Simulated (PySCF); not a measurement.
Vertical excitations of a molecule C4H10Si2 from TDA-PBE/def2-SVPD (PySCF), as energy in eV (oscillator strength): 4.84 (0.135), 5.06 (0.080), 5.67 (0.037), 5.87 (0.028), 5.97 (0.035), 6.11 (0.000). Lowest triplet (TDA): 3.90 eV. The structure is a stationary point at PBE0-D3(BJ)/def2-SVP. Other conformers were not sampled.

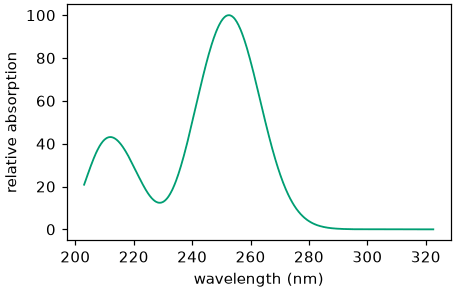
Fig. 1. The lines broadened by 0.4 eV.

Problem. Pick the molecule that these values belong to.
(A) C=C[Si@H]1CC[SiH2]1
(B) [SiH3]C1=C[C@H]([SiH3])C1
(C) C[Si@@]1([SiH3])C=CC1
(D) C[SiH2]C#C[SiH2]C

Solution. A, C=C[Si@H]1CC[SiH2]1
